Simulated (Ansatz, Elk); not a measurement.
# How far do independent atoms describe HgMo3?

The structure of HgMo3 used here is made up (a known structure type with other elements) and was relaxed beforehand with r2SCAN. The aim is the Fourier transform of its all-electron density, F(hkl), set beside the sum over free spherical atoms that refinements use.

Main program and level: Elk 11.2.3 (patched build); DFT, PBE, all-electron APW+lo, Dirac cores, scalar-relativistic bands, static density, no spin.

The structure was built from a prototype and need not be the compound's stable phase.

## Step 1: Set-up

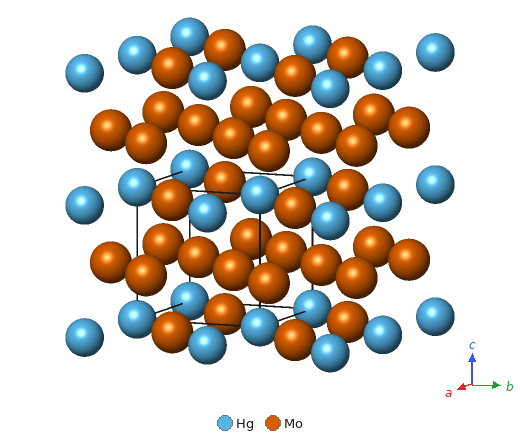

Start, viewed slightly off an axis; mercury blue, molybdenum orange. 2×2×2 cells are drawn. Some periodic images of atoms are drawn too.

## Step 2: Ground state and structure factors

An all-electron density is needed, since X-rays see the cores too. Task 0 finds the density and task 195 Fourier-transforms it; tshift is off so that phases refer to the origin typed.

elk.in reads:

```
tasks
  0
  195

xctype
  20

spinpol
  .false.

rgkmax
  7.0

gmaxvr
  14.0

lmaxo
  7

lmaxapw
  8

swidth
  0.002

tshift
  .false.

ramdisk
  .false.

hmaxvr
  5.5

maxscl
  120

epspot
  1e-06

sppath
  './'

avec
  7.60695856146 -0.00000000000 -0.00000000000
  -0.00000000000 7.60695856146 -0.00000000000
  -0.00000000000 -0.00000000000 7.60695856146

atoms
  2
  'Hg.in'
  1
  -0.0000000000 -0.0000000000 -0.0000000000   0.000000 0.000000 0.000000
  'Mo.in'
  3
  0.5000000000 0.5000000000 0.0000000000   0.000000 0.000000 0.000000
  0.5000000000 0.0000000000 0.5000000000   0.000000 0.000000 0.000000
  -0.0000000000 0.5000000000 0.5000000000   0.000000 0.000000 0.000000

ngridk
  6 6 6
```

Started as:

```console
$ OMP_NUM_THREADS=4 elk
```

Numbers of over 12 decimals in the logs are rounded to 6 here.

Log:

```text
┌─────────────────────────┐
│ Elk code version 11.2.3 │
└─────────────────────────┘

All units are atomic (Hartree, Bohr, etc.)

┌─────────────────────────────────────────────────┐
│ Ground-state run starting from atomic densities │
└─────────────────────────────────────────────────┘

Lattice vectors :
   7.606958561      -0.000000000      -0.000000000
  -0.000000000       7.606958561      -0.000000000
  -0.000000000      -0.000000000       7.606958561

Reciprocal lattice vectors :
  0.8259786426       0.000000000       0.000000000
   0.000000000      0.8259786426       0.000000000
   0.000000000       0.000000000      0.8259786426

Unit cell volume      :    440.1828839
Brillouin zone volume :   0.5635162623

Muffin-tin inner radius fraction :   0.1000000000E-01

Nuclei treated as point charges

Species : 1 (Hg)
 parameters loaded from : Hg.in
 name : mercury
 nuclear charge    :   -80.00000000
 electronic charge :    80.00000000
 atomic mass :    365653.2015
 muffin-tin radius :    2.763149917
 number of radial points in muffin-tin :   1393
 inner part over the whole radius :   0.9948454363E-02
 number on inner part of muffin-tin    :   1000
 approximate nuclear radius :   0.1038385165E-03
 number of mesh points to nuclear radius :    524
 atomic positions (lattice), magnetic fields (Cartesian) :
  1 :   0.00000000  0.00000000  0.00000000    0.00000000  0.00000000  0.00000000

Species : 2 (Mo)
 parameters loaded from : Mo.in
 name : molybdenum
 nuclear charge    :   -42.00000000
 electronic charge :    42.00000000
 atomic mass :    174887.9214
 muffin-tin radius :    2.565782066
 number of radial points in muffin-tin :   1193
 inner part over the whole radius :   0.9935769027E-02
 number on inner part of muffin-tin    :    848
 approximate nuclear radius :   0.8334154960E-04
 number of mesh points to nuclear radius :    420
 atomic positions (lattice), magnetic fields (Cartesian) :
  1 :   0.50000000  0.50000000  0.00000000    0.00000000  0.00000000  0.00000000
  2 :   0.50000000  0.00000000  0.50000000    0.00000000  0.00000000  0.00000000
  3 :   0.00000000  0.50000000  0.50000000    0.00000000  0.00000000  0.00000000

Total number of atoms per unit cell :    4
Total muffin-tin volume :    300.6298986
 ratio of muffin-tin to unit cell volume :   0.6829658980

Spin treatment :
 spin-unpolarised

Number of Bravais lattice symmetries :   48
Number of crystal symmetries         :   48
Crystal has inversion symmetry
Real symmetric eigensolver will be used

k-point grid :      6     6     6
k-point offset :    0.000000000       0.000000000       0.000000000
k-point set is reduced with full crystal symmetry group
Total number of k-points :       20

Muffin-tin radius times maximum |G+k| :    7.000000000
 using average radius
Maximum |G+k| for APW functions       :    2.676737288
Maximum (1/2)|G+k|²                   :    3.582461254
Maximum |G| for potential and density :    14.00000000
Constant for pseudocharge density :   10
 order of it for each species :   17  17
 order of it for pair densities of each species (exact exchange by exxq0 0: 18) :   11   9
Radial integration step length :    1

G-vector grid sizes :     35    35    35
Number of G-vectors :    20341

Maximum angular momentum used for
 APW functions            :    8
 outer part of muffin-tin :    7
 inner part of muffin-tin :    2

Total nuclear charge    :   -206.0000000
Total core charge       :    146.0000000
Total valence charge    :    60.00000000
Total excess charge     :    0.000000000
Total electronic charge :    206.0000000

Effective Wigner radius, rₛ :   0.7990226808

Number of empty states         :     16
Total number of valence states :     47
Total number of core states    :    146

Third-order local-orbitals added for an l without core states : T
Total number of local-orbitals :     71

Exchange-correlation functional :     20     0     0
 Perdew-Burke-Ernzerhof, Phys. Rev. Lett. 77, 3865 (1996)
 gradient requirement :    1
[...]
Madelung                    :     -39509.588222046
 xc potential                :     -957.29919138708
 exchange                    :     -732.90331578328
 correlation                 :     -11.563829769789
 electron entropic           :    -0.10321598594943E-02
 total energy                :     -31811.933777962

Density of states at Fermi energy :    79.26294094
 (states/Hartree/unit cell)

Estimated indirect band gap :   0.1851221508E-02
 from k-point 4 to k-point 2
Estimated direct band gap   :   0.6253846961E-02
 at k-point 7

Charges :
 core                        :    146.0000000
 valence                     :    60.00000000
 interstitial                :    5.744624736
 muffin-tins (core leakage)
  species : 1 (Hg)
   atom 1                    :    79.29110448     (  0.1013170354E-03)
  species : 2 (Mo)
   atom 1                    :    40.32142359     (  0.1013522848E-06)
[...]
total in muffin-tins        :    200.2553753
 total calculated charge     :    205.9985228
 total charge                :    206.0000000
 error                       :   0.1477225312E-02

RMS change in Kohn-Sham potential (target) :   0.1806783871     (  0.1000000000E-05)
Absolute change in total energy (target)   :   0.3758955048     (  0.1000000000E-03)

[... loops 3 to 15 left out ...]

┌──────────────────┐
│ Loop number : 16 │
└──────────────────┘

Energies :
 Fermi                       :     0.415245
 sum of occupied eigenvalues :     -19321.764243040
 electron kinetic            :      35285.134894640
 core electron kinetic       :      34790.177005726
 Coulomb                     :     -66350.144683261
 Coulomb potential           :     -53633.135094546
 nuclear-nuclear             :     -3357.6312847644
 electron-nuclear            :     -72446.446081708
 Hartree                     :      9453.9326832120
 Madelung                    :     -39533.577135988
 xc potential                :     -973.76404313446
 exchange                    :     -733.94711807444
 correlation                 :     -11.559522430130
 electron entropic           :    -0.11889511071959E-02
 total energy                :     -31810.517618076

Density of states at Fermi energy :    93.92922063
 (states/Hartree/unit cell)

Estimated indirect band gap :   0.1245663669E-02
 from k-point 7 to k-point 15
Estimated direct band gap   :   0.3262392545E-02
 at k-point 7

Charges :
 core                        :    146.0000000
 valence                     :    60.00000000
 interstitial                :    5.179657867
 muffin-tins (core leakage)
  species : 1 (Hg)
[...]
species : 2 (Mo)
[...]
total in muffin-tins        :    200.8203421
 total calculated charge     :    205.9984452
 total charge                :    206.0000000
 error                       :   0.1554790239E-02

RMS change in Kohn-Sham potential (target) :   0.4733073909E-07 (  0.1000000000E-05)
Absolute change in total energy (target)   :   0.6495815978E-04 (  0.1000000000E-03)

Convergence targets achieved

┌──────────────────┐
│ Loop number : 17 │
└──────────────────┘

Energies :
 Fermi                       :     0.415245
 sum of occupied eigenvalues :     -19321.764249701
 electron kinetic            :      35285.134887324
 core electron kinetic       :      34790.176997337
 Coulomb                     :     -66350.144680259
 Coulomb potential           :     -53633.135093930
 nuclear-nuclear             :     -3357.6312847644
 electron-nuclear            :     -72446.446077302
 Hartree                     :      9453.9326818072
 Madelung                    :     -39533.577133294
 xc potential                :     -973.76404309417
 exchange                    :     -733.94711800062
 correlation                 :     -11.559522421113
 electron entropic           :    -0.11889512728961E-02
 total energy                :     -31810.517622308

Density of states at Fermi energy :    93.92923116
 (states/Hartree/unit cell)

Estimated indirect band gap :   0.1245664624E-02
 from k-point 7 to k-point 15
Estimated direct band gap   :   0.3262398778E-02
 at k-point 7

Charges :
 core                        :    146.0000000
 valence                     :    60.00000000
 interstitial                :    5.179657690
 muffin-tins (core leakage)
  species : 1 (Hg)
[...]
species : 2 (Mo)
   atom 1                    :    40.43355991     (  0.7370516286E-07)
   atom 2                    :    40.43355991     (  0.7370516286E-07)
   atom 3                    :    40.43355991     (  0.7370516286E-07)
 total in muffin-tins        :    200.8203423
 total calculated charge     :    205.9984452
 total charge                :    206.0000000
 error                       :   0.1554790357E-02

┌──────────────────────────────┐
│ Self-consistent loop stopped │
└──────────────────────────────┘

Wrote STATE.OUT
```

Run time: 18 s. Hardware: 4 threads of Arm Neoverse V2, shared host; peak memory 0.18 GiB; 49 s of CPU time.

SFACRHO.OUT:

```text

h k l indices transformed by vhmat matrix:
   1.000000000       0.000000000       0.000000000    
   0.000000000       1.000000000       0.000000000    
   0.000000000       0.000000000       1.000000000    

      h      k      l  multipl.   |H|            Re(F)            Im(F)           |F|

      0      0      0      1   0.0000000       206.00000     -0.15592301E-16   206.00000    
     -1      0      0      6  0.82597864       36.751942     -0.40119903E-13   36.751942    
      1     -1      0     12   1.1681102       35.663212      0.40188939E-14   35.663212    
     -1     -1     -1      8   1.4306370       163.03226      0.10900967E-12   163.03226    
      0      0     -2      6   1.6519573       155.49851      0.69409262E-13   155.49851    
     -1     -2      0     24   1.8469444       32.568835     -0.46308696E-13   32.568835    
      1     -2      1     24   2.0232262       31.555013     -0.64249748E-13   31.555013    
      0      2     -2     12   2.3362204       135.76394     -0.63215446E-14   135.76394    
      0     -3      0      6   2.4779359       29.306585     -0.18685421E-13   29.306585    
     -1      2     -2     24   2.4779359       29.280320     -0.46740855E-13   29.280320    
      3      1      0     24   2.6119738       28.840970     -0.33174214E-13   28.840970    
      1     -3      1     24   2.7394612       125.61395     -0.15765580E-13   125.61395    
     -2      2      2      8   2.8612740       122.93750     -0.53985222E-13   122.93750    
     -3      2      0     24   2.9781083       27.293138     -0.27417976E-13   27.293138    
     -3      1      2     48   3.0905291       26.830261      0.61815870E-13   26.830261    
      0     -4      0      6   3.3039146       113.46301      0.99393762E-13   113.46301    
      2     -2     -3     24   3.4055972       25.470367     -0.39362766E-13   25.470367    
      4     -1      0     24   3.4055972       25.589615     -0.53051385E-13   25.589615
```

Elk indexes on the primitive cell of elk.in and gives |H| = 4π sin θ/λ in inverse bohr. Below, one row stands for each form hkl of the conventional cell (m members, Friedel mates merged), F is for one primitive cell and the density is static (no thermal factor). Free-atom factors are Waasmaier and Kirfel's, and R is Σm||F|−|F'||/Σm|F|.

| hkl | m | sin θ/λ (Å⁻¹) | abs F, DFT | neutral atoms | diff. |
| --- | --- | --- | --- | --- | --- |
| 100 | 6 | 0.124 | 36.752 | 36.930 | -0.178 |
| 110 | 12 | 0.176 | 35.663 | 35.603 | +0.060 |
| 111 | 8 | 0.215 | 163.032 | 164.019 | -0.987 |
| 200 | 6 | 0.248 | 155.499 | 156.436 | -0.937 |
| 210 | 24 | 0.278 | 32.569 | 32.465 | +0.103 |
| 211 | 24 | 0.304 | 31.555 | 31.658 | -0.103 |
| 220 | 12 | 0.351 | 135.764 | 135.516 | +0.248 |
| 300 | 6 | 0.373 | 29.307 | 29.574 | -0.267 |
| 221 | 24 | 0.373 | 29.280 | 29.574 | -0.293 |
| 310 | 24 | 0.393 | 28.841 | 28.957 | -0.116 |
| 311 | 24 | 0.412 | 125.614 | 125.226 | +0.388 |
| 222 | 8 | 0.430 | 122.938 | 122.422 | +0.516 |
| 320 | 24 | 0.448 | 27.293 | 27.290 | +0.003 |
| 321 | 48 | 0.465 | 26.830 | 26.790 | +0.040 |
| 400 | 6 | 0.497 | 113.463 | 113.305 | +0.158 |
| 322 | 24 | 0.512 | 25.470 | 25.438 | +0.033 |
| 410 | 24 | 0.512 | 25.590 | 25.438 | +0.152 |
| 411 | 24 | 0.527 | 25.029 | 25.032 | -0.003 |

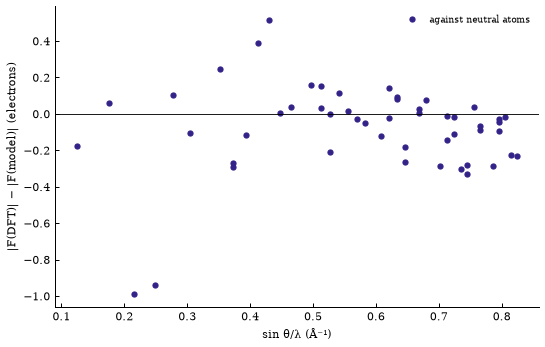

Difference between the calculated structure factors and the independent-atom ones.

## Step 3: The highest occupied states alone

An energy window below the Fermi level keeps the highest occupied states, to see at which angles they scatter; shallow core shells can lie inside it and anion s states outside. No new self-consistency is needed.

Edit elk.in of step 2 so:

```diff
@@ -1,3 +1,2 @@
 tasks
-  0
   195
@@ -40,2 +39,5 @@
 
+wsfac
+  -0.025750 0.715240
+
 sppath
```

Started as:

```console
$ OMP_NUM_THREADS=4 elk
```

Log:

```text
┌─────────────────────────────────┐
│ Elk code version 11.2.3 started │
└─────────────────────────────────┘

Info(readinput): the functional depends on the density's gradient
 muffin-tin radial points multiplied by    2.00000
 (not where nrmtscf is given)

┌────────────────────┐
│ Current task : 195 │
└────────────────────┘
Info(checkmt): changed muffin-tin radius of species 1 (Hg) from   2.8000 to   2.7631
Info(checkmt): changed muffin-tin radius of species 2 (Mo) from   2.6000 to   2.5658

Info(sfacrho): density structure factors written to SFACRHO.OUT

 Energy window :  -0.2575000000E-01  0.7152400000

┌──────────────────┐
│ Elk code stopped │
└──────────────────┘
```

Run time: 6.5 s. Hardware: 4 threads; peak memory 0.16 GiB.

States within 12 eV below the Fermi level hold 30.00 electrons; any levels below the window count with the cores. Their amplitudes can exceed the total, where window and core parts have opposite phase:

```
hkl  sin θ/λ (Å⁻¹)  abs F, window  abs F, all
100          0.124          4.845      36.752
110          0.176          3.969      35.663
111          0.215          6.927     163.032
200          0.248          4.644     155.499
210          0.278          1.879      32.569
211          0.304          1.270      31.555
220          0.351          1.363     135.764
300          0.373          0.322      29.307
221          0.373          0.302      29.280
310          0.393          0.304      28.841
```

[end of part 1 of 2]

[Logs are printed without paths, hosts, clocks, repeated set-up lines and the standing remarks that a program may print on its own settings, such as how far it seeks lower states.]

[Hosts, paths, dates, database ids (printed as entryN), source tags and the programs' standing remarks are cut or masked in the printed files.]
